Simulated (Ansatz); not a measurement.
**Run report: Al2NH3Cl (charge −1), geometry relaxation (part 2 of 2)**

The same run, continued: Al2NH3Cl, charge −1; UKS PBE/def2-SVP (Ansatz 0.2.0). It belongs to a series of runs on one base structure; here: end point B relaxed.

Geometry of the input (Å):
```
N  -2.2891  0.6095  0.2268
Al -0.9258  -0.1777  -0.4435
Al 1.5535  -0.1672  0.1466
Cl -1.1387  -1.4759  -2.1118
H  -1.5361  0.7799  0.5968
H  1.9695  0.7225  1.4403
H  3.0166  -0.7339  -0.2875
```

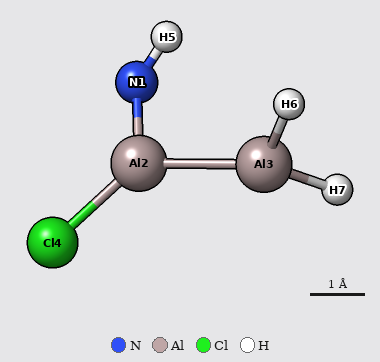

Fig. 1: The geometry at step 24 of the log (ball-and-stick view, seen at a tilt; atoms are numbered from 1 in the order of the input).

## Trajectory as extended XYZ, continued
```
7
Properties=species:S:1:pos:R:3:forces:R:3 step=10 energy=-27233.71106
N    -2.1454    0.6262    0.0866    0.0476   0.0827   0.0879
Al   -0.8168   -0.3319   -0.5476   -0.0067  -0.0047   0.0560
Al    1.6333   -0.1956    0.2271   -0.0056   0.0323  -0.0064
Cl   -1.2222   -1.6969   -2.2254    0.0057  -0.0314  -0.0438
H    -1.8433    1.1844    0.9123   -0.0572  -0.0536  -0.0887
H     2.0017    0.5806    1.6306    0.0296  -0.0404  -0.0382
H     3.0424   -0.6096   -0.5160   -0.0135   0.0150   0.0332
7
Properties=species:S:1:pos:R:3:forces:R:3 step=11 energy=-27233.71319
N    -2.1834    0.6501    0.0483    0.1485   0.0657   0.1132
Al   -0.8295   -0.3214   -0.5143   -0.0745   0.0611   0.0872
Al    1.6355   -0.2101    0.2368    0.1653   0.0688   0.0594
Cl   -1.1734   -1.7238   -2.1755   -0.0055  -0.0315  -0.0401
H    -1.9346    1.2321    0.8772   -0.0584  -0.1085  -0.1525
H     2.0976    0.4774    1.6694   -0.0642  -0.0608  -0.0921
H     3.0374   -0.5471   -0.5744   -0.1111   0.0052   0.0249
7
Properties=species:S:1:pos:R:3:forces:R:3 step=12 energy=-27233.71706
N    -2.1666    0.6757    0.0189   -0.0331   0.0057  -0.0052
Al   -0.8238   -0.3291   -0.4857    0.0002   0.0134   0.0307
Al    1.6336   -0.2044    0.2573    0.0101  -0.0290  -0.0022
Cl   -1.1327   -1.7463   -2.1462   -0.0147  -0.0100  -0.0128
H    -1.9703    1.2534    0.8570    0.0037   0.0033  -0.0067
H     2.1301    0.4095    1.6961   -0.0120   0.0064   0.0134
H     2.9794   -0.5015   -0.6299    0.0458   0.0102  -0.0172
7
Properties=species:S:1:pos:R:3:forces:R:3 step=13 energy=-27233.71781
N    -2.1757    0.6724    0.0084    0.0348   0.0144   0.0044
Al   -0.8215   -0.3344   -0.4652   -0.0523  -0.0155  -0.0618
Al    1.6463   -0.2141    0.2609   -0.0003  -0.0106   0.0002
Cl   -1.1461   -1.7524   -2.1311    0.0197   0.0103   0.0439
H    -1.9885    1.2782    0.8283   -0.0109  -0.0046   0.0169
H     2.1443    0.3685    1.7133   -0.0097  -0.0014   0.0022
H     2.9908   -0.4610   -0.6470    0.0186   0.0074  -0.0058
7
Properties=species:S:1:pos:R:3:forces:R:3 step=14 energy=-27233.71799
N    -2.1628    0.7011   -0.0097    0.0441   0.0271   0.1128
Al   -0.8252   -0.3374   -0.4627   -0.0115  -0.0140  -0.0545
Al    1.6491   -0.2263    0.2546   -0.0099   0.0168   0.0204
Cl   -1.1453   -1.7693   -2.1164   -0.0010   0.0176   0.0263
H    -1.9942    1.2730    0.8417   -0.0104  -0.0406  -0.1028
H     2.1266    0.3529    1.7183    0.0086  -0.0194  -0.0238
H     3.0015   -0.4367   -0.6583   -0.0199   0.0124   0.0215
7
Properties=species:S:1:pos:R:3:forces:R:3 step=15 energy=-27233.71969
N    -2.1416    0.7070   -0.0058    0.0271   0.0290   0.0485
Al   -0.8315   -0.3581   -0.4724    0.0317  -0.0111  -0.0126
Al    1.6392   -0.2320    0.2618   -0.0347  -0.0018  -0.0503
Cl   -1.1650   -1.8033   -2.1132   -0.0174   0.0435   0.0529
H    -1.9530    1.2986    0.8267   -0.0086  -0.0659  -0.0821
H     2.1101    0.3124    1.7355    0.0120  -0.0024   0.0231
H     2.9915   -0.3674   -0.6651   -0.0100   0.0088   0.0205
7
Properties=species:S:1:pos:R:3:forces:R:3 step=16 energy=-27233.72085
N    -2.1265    0.7174   -0.0203    0.0189   0.0057   0.0162
Al   -0.8312   -0.3726   -0.4665    0.0218  -0.0162  -0.0389
Al    1.6372   -0.2343    0.2670   -0.0198  -0.0256  -0.0790
Cl   -1.1849   -1.8265   -2.0973   -0.0057   0.0534   0.0718
H    -1.9452    1.3154    0.8073   -0.0009  -0.0391  -0.0391
H     2.1147    0.2631    1.7522    0.0075   0.0108   0.0486
H     2.9855   -0.3053   -0.6749   -0.0219   0.0111   0.0204
7
Properties=species:S:1:pos:R:3:forces:R:3 step=17 energy=-27233.72231
N    -2.0726    0.7452   -0.0529    0.0646  -0.0800  -0.0543
Al   -0.8281   -0.4156   -0.4669   -0.0499   0.0135  -0.0618
Al    1.6297   -0.2457    0.2713    0.1280  -0.0185  -0.1464
Cl   -1.2614   -1.8992   -2.0514    0.0147   0.0672   0.0917
H    -1.8884    1.3585    0.7592    0.0082   0.0093   0.0335
H     2.0898    0.1297    1.8005    0.0003   0.0093   0.0107
H     2.9806   -0.1158   -0.6922   -0.1659  -0.0006   0.1266
7
Properties=species:S:1:pos:R:3:forces:R:3 step=18 energy=-27233.72413
N    -2.0748    0.7428   -0.0469    0.0557  -0.0504  -0.0306
Al   -0.8287   -0.4108   -0.4735   -0.0359   0.0037  -0.0313
Al    1.6274   -0.2556    0.2656    0.0948   0.0322  -0.0702
Cl   -1.2561   -1.8899   -2.0571   -0.0031   0.0372   0.0503
H    -1.8848    1.3480    0.7709    0.0023  -0.0007   0.0098
H     2.0850    0.1575    1.7867   -0.0140  -0.0100   0.0197
H     2.9817   -0.1348   -0.6781   -0.0998  -0.0119   0.0523
7
Properties=species:S:1:pos:R:3:forces:R:3 step=19 energy=-27233.72569
N    -1.9810    0.7789   -0.0951   -0.0260   0.0075   0.0442
Al   -0.8166   -0.4627   -0.4748    0.0338   0.1340   0.1195
Al    1.6150   -0.2620    0.2729   -0.0045  -0.0404  -0.0017
Cl   -1.3054   -1.9520   -1.9990   -0.0625  -0.1085  -0.1149
H    -1.8514    1.3883    0.7305    0.0278  -0.0348  -0.0598
H     2.0815    0.0160    1.8205   -0.0062   0.0135   0.0203
H     2.9075    0.0507   -0.6875    0.0376   0.0287  -0.0076
7
Properties=species:S:1:pos:R:3:forces:R:3 step=20 energy=-27233.72769
N    -1.9507    0.7552   -0.0791    0.0820   0.0369  -0.0138
Al   -0.8106   -0.4950   -0.4998   -0.0479  -0.0752  -0.0451
Al    1.6144   -0.2976    0.2666    0.0145   0.1340  -0.0208
Cl   -1.4039   -2.0160   -1.9748   -0.0101  -0.0035   0.0206
H    -1.7063    1.4321    0.6627   -0.0423  -0.0138   0.0301
H     2.0319   -0.0646    1.8374    0.0066  -0.0379   0.0066
H     2.8748    0.2432   -0.6456   -0.0028  -0.0406   0.0223
7
Properties=species:S:1:pos:R:3:forces:R:3 step=21 energy=-27233.73394
N    -1.8479    0.7882   -0.1069    0.0775  -0.1778  -0.1041
Al   -0.8218   -0.5598   -0.5290    0.0912   0.1144   0.0718
Al    1.6036   -0.2793    0.2554   -0.0864   0.0470  -0.0648
Cl   -1.5000   -2.0847   -1.9590   -0.0218   0.0415   0.0292
H    -1.6244    1.4345    0.6639    0.0169   0.0234   0.0428
H     1.9892   -0.1225    1.8442   -0.0137  -0.0113  -0.0010
H     2.8511    0.3809   -0.6012   -0.0637  -0.0372   0.0261
7
Properties=species:S:1:pos:R:3:forces:R:3 step=22 energy=-27233.73734
N    -1.8116    0.7892   -0.1262    0.0848  -0.1151  -0.0178
Al   -0.7995   -0.5711   -0.5362    0.0139   0.0930   0.0567
Al    1.6022   -0.2651    0.2566   -0.0368   0.0194  -0.0718
Cl   -1.5346   -2.0902   -1.9381   -0.0007  -0.0028  -0.0138
H    -1.6116    1.4247    0.6605    0.0125   0.0262   0.0043
H     1.9688   -0.1518    1.8555    0.0064   0.0180  -0.0412
H     2.8361    0.4215   -0.6045   -0.0801  -0.0386   0.0836
7
Properties=species:S:1:pos:R:3:forces:R:3 step=23 energy=-27233.74093
N    -1.7803    0.7740   -0.1165    0.0996  -0.0042   0.0473
Al   -0.7918   -0.5929   -0.5520   -0.0456   0.0291   0.0154
Al    1.5813   -0.2538    0.2521    0.0809   0.0167  -0.0322
Cl   -1.5728   -2.1001   -1.9419    0.0137   0.0008  -0.0028
H    -1.5494    1.4212    0.6544   -0.0234  -0.0231  -0.0423
H     1.9420   -0.1474    1.8539   -0.0244   0.0138  -0.0474
H     2.8207    0.4563   -0.5824   -0.1008  -0.0330   0.0620
7
Properties=species:S:1:pos:R:3:forces:R:3 step=24 energy=-27233.75430
N    -1.5995    0.7833   -0.1307    0.3452  -0.2157   0.0909
Al   -0.7684   -0.6908   -0.5904   -0.3030   0.2050   0.0405
Al    1.5376   -0.2575    0.2317    0.1593   0.2195   0.0932
Cl   -1.6970   -2.1489   -1.9403    0.0192   0.0406   0.0061
H    -1.3704    1.3970    0.6708   -0.0494  -0.1081  -0.1698
H     1.8225   -0.1426    1.8530   -0.0348  -0.0330  -0.0938
H     2.7249    0.6167   -0.5265   -0.1365  -0.1082   0.0329
7
Properties=species:S:1:pos:R:3:forces:R:3 step=25 energy=-27233.80193
N    -1.4131    0.7802   -0.1453    0.5915  -0.2876   0.2356
Al   -0.7652   -0.7912   -0.6118   -0.2957   0.2415   0.0278
Al    1.4678   -0.2039    0.2351    0.0650   0.2728   0.0921
Cl   -1.8007   -2.1792   -1.9645    0.0229   0.0984   0.0437
H    -1.1832    1.3526    0.6908   -0.1654  -0.1806  -0.3072
H     1.7154   -0.1251    1.8675   -0.0453  -0.0113  -0.1419
H     2.6286    0.7239   -0.5042   -0.1730  -0.1332   0.0499
7
Properties=species:S:1:pos:R:3:forces:R:3 step=26 energy=-27233.91797
N    -1.2191    0.7849   -0.1822    0.8778  -0.1692   0.7647
Al   -0.7725   -0.8760   -0.6051   -0.1413   0.1211  -0.0669
Al    1.3916   -0.1272    0.2449   -0.1894   0.3175   0.0296
Cl   -1.8728   -2.1866   -1.9891   -0.0249   0.1049   0.0458
H    -1.0843    1.2935    0.7253   -0.2901  -0.2787  -0.6741
H     1.6461   -0.1070    1.8780   -0.0610   0.0280  -0.1513
H     2.5606    0.7756   -0.5041   -0.1711  -0.1237   0.0521
7
Properties=species:S:1:pos:R:3:forces:R:3 step=27 energy=-27234.15340
N    -1.0250    0.7692   -0.1806    1.0337   0.0366   1.5044
Al   -0.7719   -0.9352   -0.6074    0.0265  -0.0338  -0.1975
Al    1.3277   -0.0632    0.2482   -0.5218   0.4900  -0.0098
Cl   -1.9208   -2.1875   -2.0070   -0.1495   0.0675   0.0289
H    -1.0932    1.2804    0.7488   -0.1899  -0.4672  -1.2454
H     1.6091   -0.0966    1.8743   -0.0491   0.0127  -0.1206
H     2.5238    0.7902   -0.5087   -0.1499  -0.1059   0.0398
7
Properties=species:S:1:pos:R:3:forces:R:3 step=28 energy=-27234.53441
N    -0.8395    0.7339   -0.1335    0.8191   0.0246   1.7595
Al   -0.7620   -0.9776   -0.6304    0.1937  -0.1049  -0.3620
Al    1.2679    0.0031    0.2527   -0.7186   0.6270   0.0386
Cl   -1.9721   -2.1903   -2.0160   -0.2904   0.0529   0.0439
H    -1.1264    1.2853    0.7352    0.1267  -0.5073  -1.4301
H     1.5847   -0.0991    1.8686   -0.0017  -0.0161  -0.0881
H     2.4970    0.8019   -0.5091   -0.1288  -0.0762   0.0383
7
Properties=species:S:1:pos:R:3:forces:R:3 step=29 energy=-27234.90399
N    -0.6757    0.6676   -0.0509   -0.6528   0.6513   1.6521
Al   -0.7352   -1.0143   -0.6821    0.3683  -0.2841  -0.4651
Al    1.1841    0.0979    0.2692    0.2394   0.2640   0.2959
Cl   -2.0328   -2.1886   -2.0254   -0.4108   0.1085   0.0653
H    -1.1395    1.3013    0.6928    0.5949  -0.7554  -1.5386
H     1.5734   -0.1010    1.8617    0.0181  -0.0001  -0.0332
H     2.4754    0.7943   -0.4977   -0.1572   0.0158   0.0236
7
Properties=species:S:1:pos:R:3:forces:R:3 step=30 energy=-27235.12921
N    -0.5916    0.5854   -0.0103   -1.4175   0.3815   0.8998
Al   -0.5899   -1.0813   -0.7845   -0.2166   0.1802  -0.3025
Al    1.2194    0.1213    0.3318    0.3462   0.3553   0.2837
Cl   -2.2059   -2.1074   -1.9684    0.0449   0.2497   0.2797
H    -1.1991    1.2745    0.5719    1.0824  -1.0915  -1.2615
H     1.5786   -0.1016    1.9221    0.1697  -0.0353  -0.0316
H     2.4382    0.8663   -0.4951   -0.0091  -0.0399   0.1324
7
Properties=species:S:1:pos:R:3:forces:R:3 step=31 energy=-27235.28726
N    -0.6073    0.4926   -0.0315   -0.9112   1.0884   0.9210
Al   -0.5271   -1.0985   -0.8585   -0.2868  -0.4254  -0.4177
Al    1.2312    0.1594    0.3809    0.0990   0.1251   0.0829
Cl   -2.3289   -2.0128   -1.8684    0.1909   0.1753   0.1963
H    -1.2765    1.2137    0.4037    1.0575  -1.0114  -0.7669
H     1.6973   -0.1246    1.9350   -0.0760  -0.0058  -0.0237
H     2.4609    0.9275   -0.3937   -0.0734   0.0537   0.0082
7
Properties=species:S:1:pos:R:3:forces:R:3 step=32 energy=-27235.32360
N    -0.5816    0.4361   -0.0499    0.5808  -0.8456  -0.4134
Al   -0.5386   -1.1285   -0.9574    0.2990   0.0630   0.1692
Al    1.2268    0.1720    0.3839    0.1406  -0.1322  -0.0308
Cl   -2.4011   -2.0251   -1.7597   -0.1343   0.0452  -0.0346
H    -1.0960    1.2083    0.3228   -0.8943   0.9011   0.3637
H     1.6379   -0.1909    1.9373    0.0116  -0.0021  -0.0573
H     2.4024    1.0853   -0.3095   -0.0033  -0.0294   0.0032
7
Properties=species:S:1:pos:R:3:forces:R:3 step=33 energy=-27235.36434
N    -0.5878    0.4285   -0.0514    0.1321   0.1196   0.1932
Al   -0.4775   -1.1564   -0.9175   -0.2218   0.0232  -0.0511
Al    1.2387    0.1747    0.3858   -0.0525   0.0779   0.0416
Cl   -2.3937   -1.9351   -1.7619    0.0526  -0.0167  -0.0005
H    -1.2052    1.1704    0.3184    0.0665  -0.1950  -0.1713
H     1.6518   -0.1685    1.9394    0.0291  -0.0006  -0.0284
H     2.4233    1.0435   -0.3453   -0.0060  -0.0084   0.0166
7
Properties=species:S:1:pos:R:3:forces:R:3 step=34 energy=-27235.36149 accepted=F
N    -0.5750    0.4613   -0.0114   -0.0580  -0.3138  -0.1718
Al   -0.5088   -1.1272   -0.8843    0.1108  -0.0556  -0.0198
Al    1.2385    0.1859    0.3998    0.0943  -0.0106  -0.0005
Cl   -2.3679   -1.9494   -1.7868   -0.0587   0.0487   0.0143
H    -1.2629    1.1589    0.2788   -0.0727   0.2717   0.1140
H     1.6907   -0.1871    1.9301    0.0124   0.0233   0.0356
H     2.4351    1.0148   -0.3586   -0.0280   0.0365   0.0282
7
Properties=species:S:1:pos:R:3:forces:R:3 step=35 energy=-27235.37300
N    -0.5810    0.4216   -0.0310   -0.0203   0.0968   0.0764
Al   -0.4960   -1.1609   -0.9015   -0.0510  -0.0354  -0.0261
Al    1.2381    0.1788    0.3963    0.0335   0.0049   0.0192
Cl   -2.3968   -1.9331   -1.7768    0.0095   0.0091   0.0001
H    -1.2102    1.1746    0.2836    0.0265  -0.0819  -0.0670
H     1.6806   -0.1765    1.9373    0.0103   0.0027  -0.0092
H     2.4149    1.0528   -0.3404   -0.0086   0.0039   0.0065
7
Properties=species:S:1:pos:R:3:forces:R:3 step=36 energy=-27235.37502
N    -0.5806    0.4099   -0.0106   -0.0025  -0.0252  -0.0126
Al   -0.5081   -1.1806   -0.8728   -0.0010   0.0080   0.0089
Al    1.2414    0.1744    0.4039   -0.0020   0.0204   0.0124
Cl   -2.3989   -1.9147   -1.7995    0.0048   0.0106   0.0045
H    -1.2117    1.1782    0.2507   -0.0035  -0.0005  -0.0060
H     1.7084   -0.1767    1.9376    0.0051  -0.0077  -0.0050
H     2.3991    1.0667   -0.3416   -0.0008  -0.0056  -0.0023
7
Properties=species:S:1:pos:R:3:forces:R:3 step=37 energy=-27235.37528
N    -0.5822    0.4044   -0.0059    0.0166  -0.0103  -0.0017
Al   -0.5066   -1.1890   -0.8617    0.0034  -0.0059   0.0012
Al    1.2400    0.1793    0.4095    0.0000  -0.0035  -0.0038
Cl   -2.3980   -1.9013   -1.8018   -0.0057  -0.0006  -0.0036
H    -1.2168    1.1761    0.2343   -0.0062   0.0137   0.0068
H     1.7193   -0.1825    1.9367   -0.0037   0.0047  -0.0026
H     2.3940    1.0702   -0.3435   -0.0044   0.0020   0.0037
```

## Summary

```tsv
quantity	value
outcome	converged
total energy	−27235.3753 eV
mean-field energy	−27235.3753 eV
largest force (length of the vector) at the end	0.020 eV/Å
hardware	2 threads of Intel Xeon (Sapphire Rapids), 16 GiB of memory available, shared host
wall time	55 s (CPU time 1.8 min)
peak memory	0.18 GiB
```
